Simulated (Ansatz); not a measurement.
# Si$_{2}$H$_{6}$: geometry relaxation

The run: geometry relaxation of Si$_{2}$H$_{6}$. Method and program: RKS PBE/def2-SVP (Ansatz 0.2.0).

It belongs to a series of runs on one base structure; here: end point B relaxed. Figures and captions count atoms from 1; the log counts them from 0 in places.

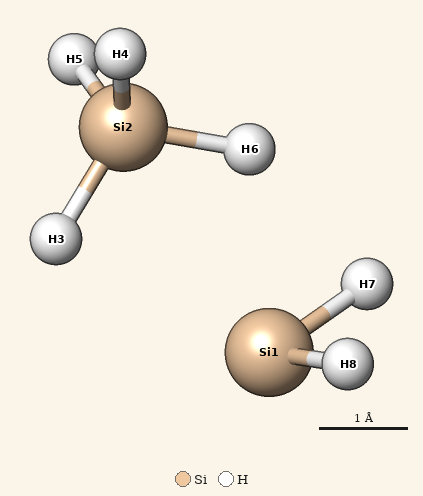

Figure 1. The input geometry (ball-and-stick view, seen at an oblique angle; atoms are numbered from 1 in the order of the input). Bond lengths as drawn: H–Si 1.48 to 1.55 Å.

Key numbers

- outcome: converged
- total energy: −15838.8142 eV
- mean-field energy: −15838.8142 eV
- largest force (length of the vector) at the end: 0.015 eV/Å
- hardware: 1 thread of AMD EPYC (Zen 3), 192 GiB of memory available, shared host
- wall time: 21 s
- peak memory: 0.13 GiB

Input
```yaml
crystal:
  periodic: [false, false, false]
  atoms:
    - { symbol: Si, position_ang: [-1.076107, 0.21874, -0.086341] }
    - { symbol: Si, position_ang: [1.49556, -0.042546, 2.156526] }
    - { symbol: H, position_ang: [0.262257, -0.64904, 2.76122] }
    - { symbol: H, position_ang: [2.698831, -0.866435, 2.520697] }
    - { symbol: H, position_ang: [1.67886, 1.372857, 2.619361] }
    - { symbol: H, position_ang: [1.449535, -0.040998, 0.675773] }
    - { symbol: H, position_ang: [-0.412595, 1.081566, -1.186772] }
    - { symbol: H, position_ang: [-0.574141, -1.074144, -0.766564] }
basis:
  gaussian: { orbitals: def2-SVP }
hamiltonian:
  xc: pbe
relax:
  f_tol: 0.03
  max_steps: 50
output:
  orbitals: {}
```

Launched with:
```bash
ansatz run input.yaml --threads 1 --pin off --max-ram 2048MiB --backend cpu --events-out ev --progress --plain --runs-dir out
```

What the program printed
```
The last accepted step is kept in [file] (removed where the run ends without a failure and the disk answers)
Engine: ansatz 0.2.0, x86_64-unknown-linux-gnu
Functional definition: PBE
  parameter kappa = 0.804
  parameter beta = 0.06672455060314922
  exchange = pbe_x(kappa = kappa, mu = beta*pi^2/3)
  correlation = pbe_c(beta = beta)
740 factors; their error is unknown
mean field evaluation 1: about -15835.4509 eV, gradient 1.5e1 eV
mean field evaluation 2: about -15836.0831 eV, gradient 9.1e0 eV
mean field evaluation 4: about -15836.5027 eV, gradient 6.4e-1 eV
mean field evaluation 8: about -15836.4393 eV, gradient 1.1e-1 eV
mean field -15836.43928681 eV, -581.9784094661 hartree, gradient 3.4e-5 eV, S^2 0.000000; 0 other end points of the search recorded, 0 dependent functions left out
the calculation of the forces begins
reference -15836.43932291 eV, -581.9784107928 hartree; 17, 17 occupied and 49, 49 virtual orbitals, 740 factors
relax step   1: F+E_penalty+E_count = -15836.43928681 eV  Δ(F+E_penalty+E_count) = +0.000e0 eV  max|allowed force component| = 7.406e-1 eV/Å  Δτ_max = 0.0000 Å  (23 SCF iters, accepted)
these checks for a lower state are left out or cut short: starts, cluster_reference, orbital_swaps, neighbouring_geometries, increment
740 factors; their error is unknown
mean field evaluation 16: about -15836.5478 eV, gradient 4.0e0 eV
mean field -15836.57864466 eV, -581.9835307725 hartree, gradient 7.5e-6 eV, S^2 0.000000; 0 other end points of the search recorded, 0 dependent functions left out
[... from here on the field's lines of each further geometry are left out, up to the last ...]
relax step   2: F+E_penalty+E_count = -15836.57864466 eV  Δ(F+E_penalty+E_count) = -1.394e-1 eV  max|allowed force component| = 4.505e-1 eV/Å  Δτ_max = 0.1926 Å  (24 SCF iters, accepted)
relax step   3: F+E_penalty+E_count = -15836.74866248 eV  Δ(F+E_penalty+E_count) = -1.700e-1 eV  max|allowed force component| = 5.191e-1 eV/Å  Δτ_max = 0.1937 Å  (24 SCF iters, accepted)
relax step   4: F+E_penalty+E_count = -15836.86708452 eV  Δ(F+E_penalty+E_count) = -1.184e-1 eV  max|allowed force component| = 8.258e-1 eV/Å  Δτ_max = 0.1953 Å  (30 SCF iters, accepted)
relax step   5: F+E_penalty+E_count = -15836.98969738 eV  Δ(F+E_penalty+E_count) = -1.226e-1 eV  max|allowed force component| = 3.537e-1 eV/Å  Δτ_max = 0.1950 Å  (25 SCF iters, accepted)
relax step   6: F+E_penalty+E_count = -15837.03363736 eV  Δ(F+E_penalty+E_count) = -4.394e-2 eV  max|allowed force component| = 5.338e-1 eV/Å  Δτ_max = 0.1944 Å  (26 SCF iters, accepted)
relax step   7: F+E_penalty+E_count = -15837.07642062 eV  Δ(F+E_penalty+E_count) = -4.278e-2 eV  max|allowed force component| = 3.931e-1 eV/Å  Δτ_max = 0.0890 Å  (26 SCF iters, accepted)
relax step   8: F+E_penalty+E_count = -15837.16919657 eV  Δ(F+E_penalty+E_count) = -9.278e-2 eV  max|allowed force component| = 4.505e-1 eV/Å  Δτ_max = 0.1784 Å  (25 SCF iters, accepted)
relax step   9: F+E_penalty+E_count = -15837.42145516 eV  Δ(F+E_penalty+E_count) = -2.523e-1 eV  max|allowed force component| = 1.034e0 eV/Å  Δτ_max = 0.1932 Å  (25 SCF iters, accepted)
relax step  10: F+E_penalty+E_count = -15837.87733514 eV  Δ(F+E_penalty+E_count) = -4.559e-1 eV  max|allowed force component| = 1.187e0 eV/Å  Δτ_max = 0.1956 Å  (26 SCF iters, accepted)
relax step  11: F+E_penalty+E_count = -15838.29537015 eV  Δ(F+E_penalty+E_count) = -4.180e-1 eV  max|allowed force component| = 9.189e-1 eV/Å  Δτ_max = 0.1906 Å  (24 SCF iters, accepted)
relax step  12: F+E_penalty+E_count = -15838.60277768 eV  Δ(F+E_penalty+E_count) = -3.074e-1 eV  max|allowed force component| = 5.456e-1 eV/Å  Δτ_max = 0.1945 Å  (23 SCF iters, accepted)
relax step  13: F+E_penalty+E_count = -15838.74286981 eV  Δ(F+E_penalty+E_count) = -1.401e-1 eV  max|allowed force component| = 2.232e-1 eV/Å  Δτ_max = 0.1982 Å  (23 SCF iters, accepted)
relax step  14: F+E_penalty+E_count = -15838.80458107 eV  Δ(F+E_penalty+E_count) = -6.171e-2 eV  max|allowed force component| = 4.446e-2 eV/Å  Δτ_max = 0.1983 Å  (23 SCF iters, accepted)
the calculation of the forces begins
reference -15838.81418616 eV, -582.0656854075 hartree; 17, 17 occupied and 49, 49 virtual orbitals, 740 factors
relax step  15: F+E_penalty+E_count = -15838.81415248 eV  Δ(F+E_penalty+E_count) = -9.571e-3 eV  max|allowed force component| = 1.366e-2 eV/Å  Δτ_max = 0.1340 Å  (23 SCF iters, accepted)
740 factors; their error is unknown
mean field evaluation 128: about -15838.8142 eV, gradient 1.7e-5 eV
```

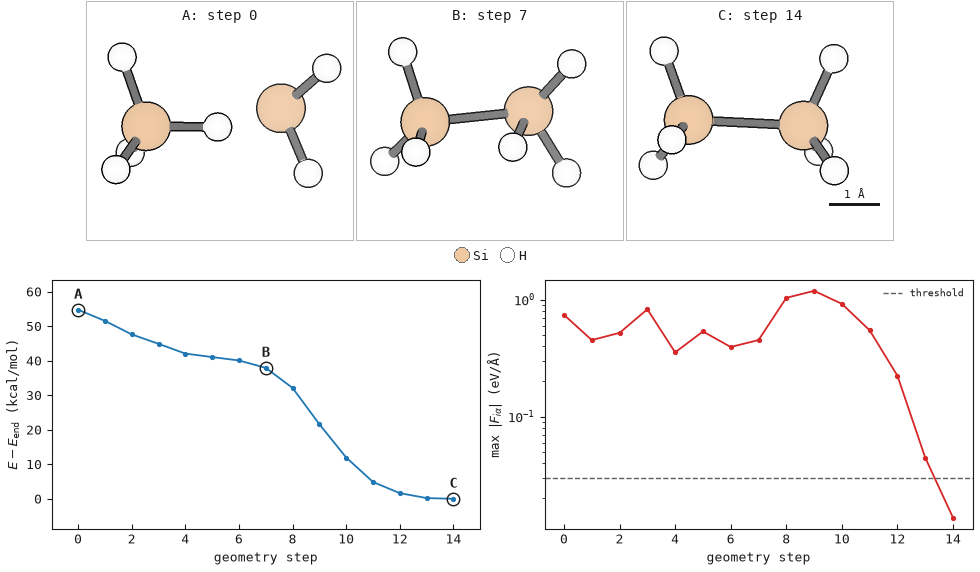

Figure 2. Frames of the relaxation (ball-and-stick view, seen at a tilt) above the curves, on which the letters mark them (the first geometry is step 0 here and step 1 in the log).

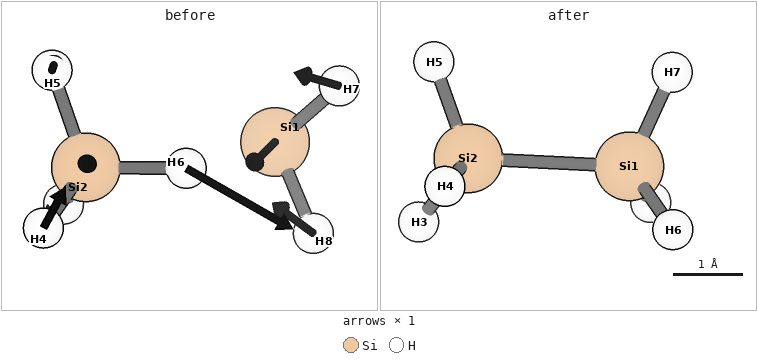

Figure 3. Before (left) and after (right) the relaxation, at one scale (ball-and-stick view, seen at a tilt). The black arrows give the displacements, at true length. After 14 geometry steps the energy has fallen by 54.8 kcal/mol. Largest force component: 0.74 eV/Å at the start, 0.014 eV/Å at the end. The largest move after the best rigid fit is that of H6, 1.80 Å. Largest moves by element: H 1.80 Å, Si 1.38 Å. Among the contacts that change: Si2–H6 1.481 → 3.213 Å, Si1–H6 2.651 → 1.506 Å, Si1–Si2 3.422 → 2.365 Å, Si1–H7 1.548 → 1.506 Å. New bonds form: Si1–H6 (2.65 → 1.51 Å), Si1–Si2 (3.42 → 2.36 Å). Bonds break: Si2–H6 (1.48 → 3.21 Å). Among the angles that change: H7–Si1–H8 90.8° → 108.5°, H3–Si2–H5 110.9° → 108.5°. (Atoms are counted from 1 in the order of the input.)

```
mean field -15838.81415248 eV, -582.0656841697 hartree, gradient 1.3e-5 eV, S^2 0.000000; 1 other end points of the search recorded, 0 dependent functions left out
the calculation of the forces begins
reference -15838.81418616 eV, -582.0656854075 hartree; 17, 17 occupied and 49, 49 virtual orbitals, 740 factors
Total energy: -15838.81418616 eV, -582.0656854075 hartree
Atom 0 at     0.292066    -0.085589    -0.023215 Å, force     0.003937     0.002208     0.012827 eV/Å
Atom 1 at     1.085300     0.086380     2.197771 Å, force    -0.003241    -0.001127    -0.011249 eV/Å
Atom 2 at     0.344632    -0.865271     3.099871 Å, force     0.010711    -0.005155    -0.007428 eV/Å
Atom 3 at     2.552506    -0.248180     2.253583 Å, force    -0.000535     0.013658     0.002236 eV/Å
Atom 4 at     0.895276     1.485522     2.721431 Å, force    -0.012186    -0.008676     0.001060 eV/Å
Atom 5 at     1.203023    -0.967863    -0.835018 Å, force    -0.009889    -0.009092     0.000803 eV/Å
Atom 6 at     0.241666     1.272655    -0.671541 Å, force     0.012205    -0.005199    -0.002218 eV/Å
Atom 7 at    -1.092268    -0.677654    -0.048982 Å, force    -0.001002     0.013383     0.003969 eV/Å
Dipole moment:    -0.001259     0.000299     0.000417 e Å
```

Trajectory as extended XYZ (Å, eV, eV/Å), 15 frames, from step=1 to step=15
```
8
Properties=species:S:1:pos:R:3:forces:R:3 step=1 energy=-15836.43929
Si   -1.0761    0.2187   -0.0863    0.2808   0.0097   0.0812
Si    1.4956   -0.0425    2.1565    0.0466   0.0280   0.6767
H     0.2623   -0.6490    2.7612    0.0419   0.0060  -0.0293
H     2.6988   -0.8664    2.5207    0.0144  -0.0084   0.0078
H     1.6789    1.3729    2.6194   -0.0335  -0.0085   0.0205
H     1.4495   -0.0410    0.6758   -0.3387   0.0241  -0.7406
H    -0.4126    1.0816   -1.1868    0.0281   0.0055   0.0037
H    -0.5741   -1.0741   -0.7666   -0.0397  -0.0563  -0.0201
8
Properties=species:S:1:pos:R:3:forces:R:3 step=2 energy=-15836.57864
Si   -0.9242    0.2120    0.0103    0.3303  -0.0041   0.0874
Si    1.4499   -0.0351    2.1130   -0.2168   0.0175   0.4505
H     0.2444   -0.6519    2.7560    0.0812  -0.0238   0.0549
H     2.6680   -0.8579    2.4413    0.0110   0.0135  -0.1838
H     1.6456    1.3745    2.5881   -0.0321  -0.0047  -0.0655
H     1.2704   -0.0225    0.6074   -0.2343   0.0281  -0.3778
H    -0.3126    1.0809   -1.1161    0.0840  -0.0393   0.0176
H    -0.5193   -1.1000   -0.7063   -0.0233   0.0128   0.0167
8
Properties=species:S:1:pos:R:3:forces:R:3 step=3 energy=-15836.74866
Si   -0.7684    0.2153    0.1253    0.2269   0.0214  -0.0504
Si    1.3630   -0.0293    2.0661   -0.2967   0.0226   0.5191
H     0.2136   -0.6744    2.7799    0.1696  -0.0420   0.0791
H     2.6192   -0.8407    2.2840   -0.0399   0.0487  -0.2186
H     1.5807    1.3841    2.5176   -0.0475  -0.0206  -0.0622
H     1.1224   -0.0111    0.5520   -0.1028  -0.0187  -0.4604
H    -0.1666    1.0643   -1.0205    0.1229  -0.0195   0.0862
H    -0.4418   -1.1080   -0.6105   -0.0324   0.0082   0.1073
8
Properties=species:S:1:pos:R:3:forces:R:3 step=4 energy=-15836.86708
Si   -0.6331    0.2436    0.1841   -0.4322   0.0372   0.0014
Si    1.2593   -0.0235    2.0556   -0.2754   0.1013  -0.2533
H     0.2362   -0.7323    2.8698    0.0215  -0.1278   0.1788
H     2.5673   -0.7930    2.1128   -0.1552   0.0871  -0.2009
H     1.4933    1.3929    2.4675   -0.0406   0.0526   0.0188
H     0.9985   -0.0267    0.4546    0.8258  -0.2151   0.0845
H     0.0136    1.0585   -0.9456    0.1274   0.0226   0.0709
H    -0.4130   -1.1194   -0.5049   -0.0712   0.0420   0.0998
8
Properties=species:S:1:pos:R:3:forces:R:3 step=5 energy=-15836.98970
Si   -0.5684    0.2679    0.2464    0.2818  -0.0742  -0.3308
Si    1.1555    0.0015    2.0159   -0.0670  -0.0883   0.3537
H     0.2534   -0.7929    2.9280    0.1950   0.0513  -0.0031
H     2.4882   -0.7224    1.9491   -0.0481   0.0629   0.0852
H     1.3921    1.4195    2.4329   -0.0101   0.0010   0.0648
H     1.0990   -0.1128    0.3960   -0.0531  -0.0780  -0.3006
H     0.1629    1.0575   -0.8546   -0.1452  -0.0039   0.0757
H    -0.4605   -1.1181   -0.4199   -0.1534   0.1292   0.0551
8
Properties=species:S:1:pos:R:3:forces:R:3 step=6 energy=-15837.03364
Si   -0.4706    0.2917    0.2196    0.1759  -0.5013  -0.3870
Si    1.1162    0.0014    2.0248    0.0353  -0.1446   0.5338
H     0.3651   -0.8493    3.0422    0.0356   0.2077  -0.2855
H     2.4948   -0.6356    1.9823   -0.0201   0.0596  -0.0045
H     1.3057    1.4271    2.4506    0.0217   0.0114   0.0142
H     1.1551   -0.2447    0.3548   -0.2183  -0.0521  -0.3068
H     0.1981    1.0956   -0.8988   -0.0733   0.0078   0.1815
H    -0.6421   -1.0862   -0.4816    0.0431   0.4115   0.2542
8
Properties=species:S:1:pos:R:3:forces:R:3 step=7 energy=-15837.07642
Si   -0.4334    0.2615    0.2222    0.1908  -0.2595  -0.1876
Si    1.1174    0.0039    2.0239   -0.0260  -0.0455   0.3931
H     0.3466   -0.8346    3.0204    0.0730   0.0890  -0.0914
H     2.5105   -0.5989    1.9864   -0.0692   0.0178  -0.0342
H     1.2911    1.4354    2.4445    0.0223   0.0054   0.0267
H     1.1479   -0.3194    0.3069   -0.1188  -0.0199  -0.1942
H     0.2151    1.1363   -0.8391   -0.0956  -0.0132   0.0051
H    -0.6729   -1.0844   -0.4714    0.0234   0.2260   0.0825
8
Properties=species:S:1:pos:R:3:forces:R:3 step=8 energy=-15837.16920
Si   -0.3143    0.2082    0.2166    0.4061  -0.1701  -0.4505
Si    1.0835    0.0220    2.0592    0.1690   0.1358   0.4435
H     0.3524   -0.8174    3.0664    0.0269  -0.0157   0.1293
H     2.4889   -0.5369    1.9392   -0.1484  -0.0134   0.0415
H     1.2705    1.4549    2.4882   -0.0149  -0.0229   0.1021
H     1.1603   -0.4699    0.2120   -0.0793   0.0629  -0.3952
H     0.2108    1.1995   -0.8023   -0.1670  -0.0246   0.0604
H    -0.7299   -1.0604   -0.4854   -0.1925   0.0480   0.0689
8
Properties=species:S:1:pos:R:3:forces:R:3 step=9 energy=-15837.42145
Si   -0.1923    0.1631    0.1911    0.7712  -0.8602  -1.0339
Si    1.0606    0.0419    2.1007    0.1148   0.1997   0.8528
H     0.3575   -0.8131    3.1280    0.0689   0.1030   0.0590
H     2.4640   -0.4953    1.9322   -0.1655  -0.0291   0.0345
H     1.2437    1.4723    2.5451   -0.0404  -0.0305   0.1948
H     1.2146   -0.5580    0.0488   -0.2406   0.1048  -0.5660
H     0.2089    1.2495   -0.7826   -0.3337  -0.0038   0.1260
H    -0.8349   -1.0605   -0.4694   -0.1748   0.5162   0.3327
8
Properties=species:S:1:pos:R:3:forces:R:3 step=10 energy=-15837.87733
Si   -0.0606    0.0955    0.1447    0.8712  -0.8689  -1.1868
Si    1.0447    0.0628    2.1608   -0.0309   0.3042   0.6713
H     0.3558   -0.7986    3.1855    0.0288   0.0967   0.1105
H     2.4356   -0.4698    1.9274   -0.1227  -0.0334   0.0879
H     1.2239    1.4912    2.6056   -0.0703  -0.0220   0.2465
H     1.2642   -0.6382   -0.1225   -0.1061   0.0085  -0.6694
H     0.1827    1.2893   -0.7685   -0.4214  -0.1289   0.3029
H    -0.9241   -1.0322   -0.4391   -0.1485   0.6438   0.4371
8
Properties=species:S:1:pos:R:3:forces:R:3 step=11 energy=-15838.29537
Si    0.0583    0.0355    0.0910    0.4445  -0.7419  -0.9189
Si    1.0258    0.0851    2.2086   -0.0334   0.1871   0.2492
H     0.3492   -0.7835    3.2351   -0.0017   0.1126   0.0660
H     2.4066   -0.4535    1.9300   -0.0730  -0.0133   0.1811
H     1.2069    1.5088    2.6580   -0.1027  -0.0005   0.2218
H     1.3171   -0.7097   -0.2911   -0.0096  -0.0293  -0.5858
H     0.1494    1.3090   -0.7445   -0.3221  -0.2239   0.3279
H    -0.9911   -0.9917   -0.3931    0.0979   0.7092   0.4587
8
Properties=species:S:1:pos:R:3:forces:R:3 step=12 energy=-15838.60278
Si    0.1611   -0.0422    0.0160    0.2019   0.2532   0.1540
Si    1.0179    0.1038    2.2341   -0.0820  -0.0324  -0.3438
H     0.3360   -0.7563    3.2576   -0.0816   0.0486   0.0628
H     2.3885   -0.4597    1.9736    0.0717   0.0113   0.2175
H     1.1847    1.5170    2.7085   -0.0944   0.0552   0.1117
H     1.3713   -0.7474   -0.4741    0.2067  -0.2338  -0.5456
H     0.0869    1.2891   -0.7112   -0.0984  -0.1813   0.1824
H    -1.0242   -0.9043   -0.3106   -0.1239   0.0791   0.1611
8
Properties=species:S:1:pos:R:3:forces:R:3 step=13 energy=-15838.74287
Si    0.2232   -0.0624    0.0096    0.0110   0.0658  -0.2120
Si    1.0323    0.0987    2.2123    0.1302  -0.0460   0.0666
H     0.3019   -0.7523    3.2171   -0.0587   0.0536  -0.0269
H     2.4411   -0.4264    2.1039    0.0082   0.0092   0.0934
H     1.1220    1.5180    2.6983   -0.0930   0.0305   0.0400
H     1.3411   -0.7976   -0.6634    0.0540  -0.0890  -0.2232
H     0.0958    1.2846   -0.6710   -0.0451  -0.1146   0.1289
H    -1.0352   -0.8626   -0.2129   -0.0065   0.0904   0.1332
8
Properties=species:S:1:pos:R:3:forces:R:3 step=14 energy=-15838.80458
Si    0.2844   -0.0834   -0.0191   -0.0062   0.0012  -0.0445
Si    1.0775    0.0884    2.1988    0.0148  -0.0073   0.0410
H     0.2681   -0.7725    3.1347    0.0152   0.0163  -0.0226
H     2.5106   -0.3723    2.2479   -0.0014   0.0101   0.0230
H     1.0214    1.5130    2.6855   -0.0180  -0.0186  -0.0033
H     1.2790   -0.8611   -0.8407   -0.0246  -0.0007  -0.0154
H     0.1238    1.2830   -0.6342    0.0038  -0.0235   0.0070
H    -1.0425   -0.7951   -0.0790    0.0165   0.0224   0.0147
8
Properties=species:S:1:pos:R:3:forces:R:3 step=15 energy=-15838.81415
Si    0.2921   -0.0856   -0.0232    0.0039   0.0022   0.0128
Si    1.0853    0.0864    2.1978   -0.0032  -0.0011  -0.0112
H     0.3446   -0.8653    3.0999    0.0107  -0.0052  -0.0074
H     2.5525   -0.2482    2.2536   -0.0005   0.0137   0.0022
H     0.8953    1.4855    2.7214   -0.0122  -0.0087   0.0011
H     1.2030   -0.9679   -0.8350   -0.0099  -0.0091   0.0008
H     0.2417    1.2727   -0.6715    0.0122  -0.0052  -0.0022
H    -1.0923   -0.6777   -0.0490   -0.0010   0.0134   0.0040
```

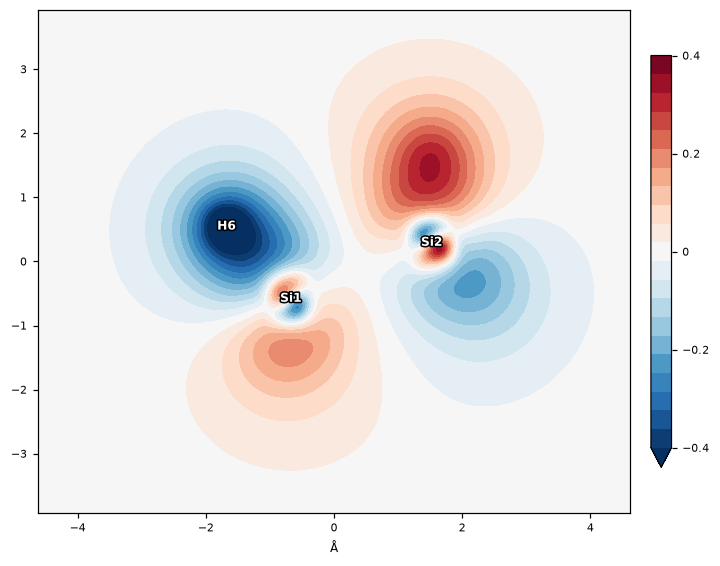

Figure 4. The HOMO−1 on the plane of atoms Si2, Si1 and H6 (values in Å⁻³ᐟ²; the overall sign is arbitrary). It lies mainly on Si1 (20 %), Si2 (20 %), H4 (15 %), H6 (15 %) and H5 (10 %). Its energy is −8.15 eV.

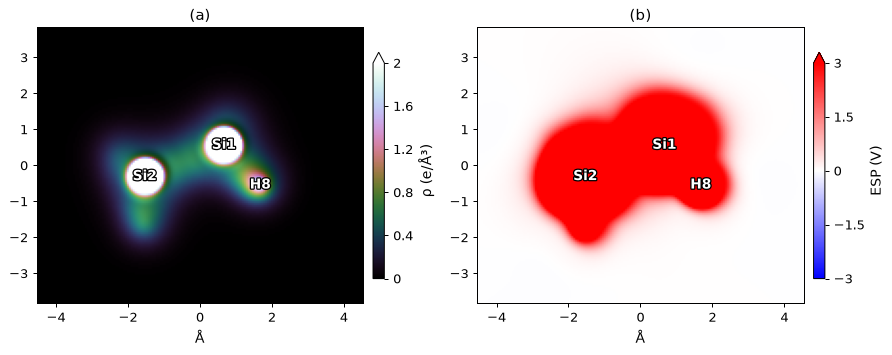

Figure 5. (a) electron density; (b) molecular electrostatic potential on the plane of atoms Si2, Si1 and H8. Atoms in the plane: Si and H. Si–H (1.51 Å): ρ at the midpoint is about 0.74 e/Å³. The potential has no marked negative region in this plane.
